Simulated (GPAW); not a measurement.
SiH5 (charge −1): property calculation

- system: SiH5, charge −1
- method: C09-vdW/real-space grid, scalar-relativistic datasets (GPAW 26.7.0)

The geometry comes from this level: GFN2-xTB.

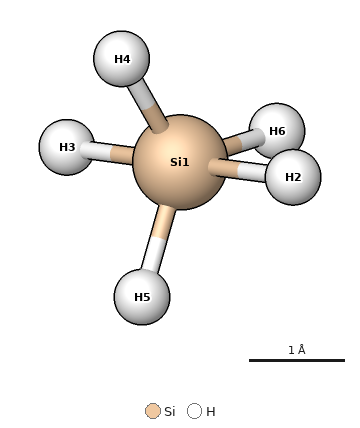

**Figure 1.** The input geometry (ball-and-stick view, seen at a tilt; atoms are numbered from 1 in the order of the input). Bond lengths as drawn: H–Si 1.49 to 1.64 Å.

## Input file (run.py)
```python
from ase.io import read
from gpaw import GPAW
from gpaw.utilities.adjust_cell import adjust_cell

atoms = read('mol.xyz')
adjust_cell(atoms, 7.0, h=0.2)

calc = GPAW(mode='fd',
            h=0.2,
            xc={'name': 'C09-vdW', 'backend': 'libvdwxc'},
            charge=-1,
            maxiter=80,
            txt='-')
atoms.calc = calc

energy = atoms.get_potential_energy()
print(f'Energy                  {energy:.5f} eV')
forces = atoms.get_forces()
print('Forces (eV/Ang)')
for symbol, f in zip(atoms.symbols, forces):
    print(f'{symbol:2} {f[0]:9.4f} {f[1]:9.4f} {f[2]:9.4f}')
homo, lumo = calc.get_homo_lumo()
print(f'HOMO: {homo:.3f} eV')
print(f'LUMO: {lumo:.3f} eV')
print(f'Gap: {lumo - homo:.3f} eV')
```

## File mol.xyz
```
6

Si    -0.000240     0.000230     0.001470
H     -0.019890    -0.007790     1.639910
H      0.021790     0.007860    -1.642440
H      1.490630     0.011850     0.019200
H     -0.757550     1.285100    -0.002620
H     -0.734730    -1.297250    -0.015520
```

Run on 1 thread of Arm Neoverse V2, 24 GiB of memory available, shared host.

Launched with:
```bash
python3 -u run.py | tee run.out
```

## The program's output
```
__  _  _
 | _ |_)|_||  |
 |__||  | ||/\| - 26.7.0

units:  Angstrom and eV
cores:  1
OpenMP: False

Versions:
  Python: 3.12.14
  ASE:    3.29.0
  Numpy:  2.5.5
  Scipy:  1.18.1
  Libxc:  7.0.0

        _gpaw.cpython-312-aarch64-linux-gnu.so

Input parameters:
  mode=FD(),
  charge=-1,
  h=0.2,
  maxiter=80,
  xc=XC(name='C09-vdW', backend='libvdwxc')

Diagonalizing LCAO Hamiltonian
Converting LCAO to fd mode
           .----------------------------------------.
          /|                                        |
         / |                                        |
        /  |                                        |
       /   |                                        |
      /    |                                        |
     /     |                                        |
    /      |                                        |
   /       |                                        |
  /        |                                        |
 *         |                                        |
 |         |                                        |
 |         |                                        |
 |         |                                        |
 |         |              H                         |
 |         |             H                          |
 |         |              Si H                      |
 |         |           H                            |
 |         |              H                         |
 |         |                                        |
 |         |                                        |
 |         |                                        |
 |         .----------------------------------------.
 |        /                                        /
 |       /                                        /
 |      /                                        /
 |     /                                        /
 |    /                                        /
 |   /                                        /
 |  /                                        /
 | /                                        /
 |/                                        /
 *----------------------------------------*

Atoms  # Å, Bohr magnetons
|   | symbol |        x |        y |         z |    initial magnetic moments |
|---|--------|----------|----------|-----------|-----------------------------|
| 0 |     Si | 8.033220 | 8.406305 |  8.802735 | ( 0.0000,  0.0000,  0.0000) |
| 1 |      H | 8.013570 | 8.398285 | 10.441175 | ( 0.0000,  0.0000,  0.0000) |
| 2 |      H | 8.055250 | 8.413935 |  7.158825 | ( 0.0000,  0.0000,  0.0000) |
| 3 |      H | 9.524090 | 8.417925 |  8.820465 | ( 0.0000,  0.0000,  0.0000) |
| 4 |      H | 7.275910 | 9.691175 |  8.798645 | ( 0.0000,  0.0000,  0.0000) |
| 5 |      H | 7.298730 | 7.108825 |  8.785745 | ( 0.0000,  0.0000,  0.0000) |

Unit cell  # Å
| periodic |         x |         y |         z |   lengths |    angles |
|----------|-----------|-----------|-----------|-----------|-----------|
|       no | 16.800000 |  0.000000 |  0.000000 | 16.800000 | 90.000000 |
|       no |  0.000000 | 16.800000 |  0.000000 | 16.800000 | 90.000000 |
|       no |  0.000000 |  0.000000 | 17.600000 | 17.600000 | 90.000000 |

Number of symmetries: 1
Symmetry operations  # r_c * U_cc + t_c -> r_c
|   | kind |            matrix            |
|---|------|------------------------------|
| 0 |  E   |  1, 0, 0,  0, 1, 0,  0, 0, 1 |

BZ-sampling:
  Number of BZ points: 1
  Number of IBZ points: 1

  Monkhorst-Pack size: [1, 1, 1]
  Monkhorst-Pack shift: [0, 0, 0]

K-points  # in reciprocal-cell coordinates
|   |                                coordinates |     weight |
|---|--------------------------------------------|------------|
| 0 | (  0.00000000,   0.00000000,   0.00000000) | 1.00000000 |

Uniform wave function grid shape: (np.int64(83), np.int64(83), np.int64(87))
Spin-components: 1 (collinear spins)
Bands:           9
Projectors:      20
Spin-degeneracy: 2
Datatype:        float64

  Storage: CPU
  Wave functions: 43_152_696 bytes (43_152_696 per core)

Parallelization:
  kpt:    1
  domain: 1
  band:   1

Density:
  Valence electrons: 9.0
  Components: 1
  Grid points: [84 84 88]
  Charge: -1.0  # |e|

Potential:
  Grid points: [84 84 88]

species:
  Si:
    name:    Silicon
    Z:       14.0
    valence: 4
    core:    10
    charge:  0.0  # [|e|]
    file:    Si.PBE.gz
    compensation charges:
      type: gauss
      rc: 0.33  # [Å]
      lmax: 2
    cutoffs:
      filter: 1.86  # [Å]
      core: 2.06  # [Å]
    projectors
    | kind |    occ | energy [eV] | rcut [Å] |
    |------|--------|-------------|----------|
    |   3s |  2.000 |     -10.812 |    1.058 |
    |   3p |  2.000 |      -4.081 |    1.058 |
    |    s |        |      16.399 |    1.058 |
    |    p |        |      23.130 |    1.058 |
    |    d |        |       0.000 |    1.058 |

    Using partial waves for Si as LCAO basis

  H:
    name:    Hydrogen
    Z:       1.0
    valence: 1
    core:    0
    charge:  0.0  # [|e|]
    file:    H.PBE.gz
    compensation charges:
      type: gauss
      rc: 0.15  # [Å]
      lmax: 2
    cutoffs:
      filter: 0.85  # [Å]
      core: 0.53  # [Å]
    projectors
    | kind |    occ | energy [eV] | rcut [Å] |
    |------|--------|-------------|----------|
    |   1s |  1.000 |      -6.494 |    0.476 |
    |    s |        |      20.717 |    0.476 |
    |    p |        |       0.000 |    0.476 |

    Using partial waves for H as LCAO basis

Reference energy: -7948.795061  # eV

eigensolver:
  PPCG
  Converge bands: occupied
  niter=2

density mixing:
  MSR1-Mixer
  Pratt-step length: 0.05
  Maximum mixing coefficient: 0.75
  Old densities: 10
  SVD Regularization: 0.005
  Good broyden scale: 1.0
  Trust region scale: 1.0
  Backstep threshold: 4.0
  History deletion threshold: 6.0
  Fourier metric: weight=20.0, sigma=0.015

occupation numbers:
  # Zero width

FastPoissonSolver using
    Stencil: 6*3+1=19 point O(h^6) finite-difference Laplacian
    FFT axes: []
    FST axes: [np.int64(0), np.int64(1), np.int64(2)]

xc functional:
  name: vdW-C09 with libvdwxc
  Mode: serial
  Semilocal: GGA_X_C09X+LDA_C_PW with 2 nearest neighbor stencil
  Corresponding non-local functional: vdW-DF
  Local blocksize: 168 x 168 x 176
  PAW datasets: PBE
interpolation: tri-quintic # 5. degree polynomial

Initialization done in: 8.690 s

convergence criteria:
- Maximum [total energy] change in last 3 cyles: 0.0005 eV / valence electron
- Maximum integral of absolute [dens]ity change: 0.0001 electrons / valence electron
- Maximum integral of absolute [eigenst]ate change: 4e-08 eV^2 / valence electron
maximum number of iterations: 80

SCF iterations
|iter     |     time |      energy | eigst |  dens |
|---------|----------|-------------|-------|-------|
|iter:   1| 00:00:10 |  -14.138745 | +1.07 |       |
|iter:   2| 00:00:16 |  -14.102743 | -0.14 | -0.60 |
|iter:   3| 00:00:23 |  -13.556534 | +0.28 | -0.62 |
|iter:   4| 00:00:30 |  -13.586683 | -0.43 | -1.31 |
|iter:   5| 00:00:36 |  -13.596208 | -1.22 | -1.65 |
|iter:   6| 00:00:43 |  -13.598157 | -1.59 | -2.02 |
|iter:   7| 00:00:49 |  -13.598637c| -2.00 | -2.57 |
|iter:   8| 00:00:56 |  -13.598930c| -2.38 | -2.96 |
|iter:   9| 00:01:03 |  -13.599081c| -2.65 | -3.16 |
|iter:  10| 00:01:10 |  -13.599149c| -3.02 | -3.55 |
|iter:  11| 00:01:16 |  -13.599179c| -3.27 | -3.46 |
|iter:  12| 00:01:23 |  -13.599193c| -3.55 | -3.44 |
|iter:  13| 00:01:30 |  -13.599199c| -3.97 | -3.78 |
|iter:  14| 00:01:36 |  -13.599203c| -4.26 | -4.13c|
|iter:  15| 00:01:43 |  -13.599204c| -4.55 | -4.12c|
|iter:  16| 00:01:50 |  -13.599205c| -4.81 | -4.13c|
|iter:  17| 00:01:56 |  -13.599206c| -5.16 | -4.72c|
|iter:  18| 00:02:03 |  -13.599206c| -5.41 | -4.81c|
|iter:  19| 00:02:10 |  -13.599206c| -5.69 | -4.84c|
|iter:  20| 00:02:16 |  -13.599206c| -5.96 | -5.17c|
|iter:  21| 00:02:23 |  -13.599206c| -6.26 | -5.17c|
|iter:  22| 00:02:30 |  -13.599206c| -6.51 | -5.56c|
|iter:  23| 00:02:37 |  -13.599206c| -6.84 | -5.59c|
|iter:  24| 00:02:44 |  -13.599206c| -7.07 | -5.22c|
|iter:  25| 00:02:51 |  -13.599206c| -7.39 | -5.62c|
|iter:  26| 00:02:57 |  -13.599206c| -7.61c| -5.63c|

Converged in 26 steps
SCF loop duration: 168.243 s (6.471 s/step)
Energy contributions relative to reference atoms: (reference = -7948.795061)

Energy contributions:
  Kinetic:          24.487778
  Coulomb:         -21.634915
  Zero:             -0.095430
  External:          0.000000
  Xc:              -16.356639
  Entropy:           0.000000
  Spinorbit:         0.000000
  ----------------------------
  Free energy:     -13.599206
  Extrapolated:    -13.599206

dipole moment: (-8.030150, -8.406180, -8.794724)  # |e|*Ang

Fermi level: 1.606
Eigenvalues  # (at kpt = [0.000, 0.000, 0.000])
| band index |      eig [eV] | occ [0-2] |
|------------|---------------|-----------|
|          0 |        -7.418 |     2.000 |
|          1 |        -2.778 |     2.000 |
|          2 |        -2.775 |     2.000 |
|          3 |        -2.044 |     2.000 |
|          4 |         1.056 |     2.000 |
|          5 |         2.156 |     0.000 |
|          6 |         2.363 |     0.000 |
|          7 |         2.766 |     0.000 |
|          8 |         2.988 |     0.000 |

Gap: 1.100 eV
Transition (v -> c):
  (s=0, k=0, n=4, [0.00, 0.00, 0.00]) -> (s=0, k=0, n=5, [0.00, 0.00, 0.00])
No difference between direct/indirect transitions
vacuum-level: 0.000  # V
Energy                  -13.59921 eV

Forces  # eV/Ang
|        x |        y |        z |
|----------|----------|----------|
|  0.00976 | -0.00100 | -0.03294 |  # Si   0
| -0.00294 | -0.00032 |  0.14711 |  # H    1
| -0.00242 | -0.00346 | -0.11496 |  # H    2
|  0.70864 |  0.00796 |  0.01143 |  # H    3
| -0.36018 |  0.61312 | -0.00349 |  # H    4
| -0.35375 | -0.63009 | -0.00582 |  # H    5

Force computation time: 0.071  # s
Forces (eV/Ang)
Si    0.0098   -0.0010   -0.0329
H    -0.0029   -0.0003    0.1471
H    -0.0024   -0.0035   -0.1150
H     0.7086    0.0080    0.0114
H    -0.3602    0.6131   -0.0035
H    -0.3538   -0.6301   -0.0058
HOMO: 1.056 eV
LUMO: 2.156 eV
Gap: 1.100 eV
```

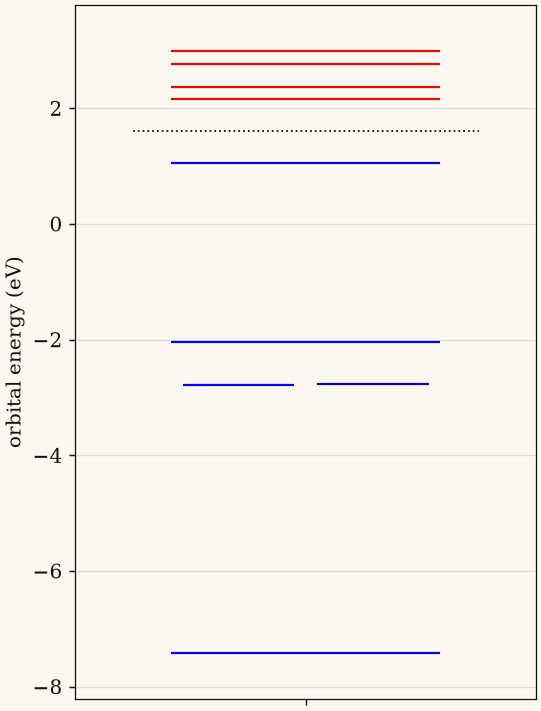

**Figure 2.** Orbital energies near the frontier; the dotted line parts filled from empty levels, and levels within 0.02 eV of each other stand side by side. Highest filled 1.06 eV, lowest empty 2.16 eV, 1.10 eV apart.

## Results in brief

```json
{"quantity": "outcome", "value": "converged"}
{"quantity": "energy relative to the program's reference atoms", "value": "−13.5992 eV"}
{"quantity": "largest force", "value": "0.723 eV/Å"}
{"quantity": "HOMO", "value": "1.06 eV"}
{"quantity": "LUMO", "value": "2.16 eV"}
{"quantity": "wall time", "value": "3 min"}
{"quantity": "peak memory", "value": "2.3 GiB"}
```

## Notes

Settings chosen away from the usual ones: vacuum set to 7.0 (from 5.0). Further notes kept with the run: highest occupied level above vacuum.
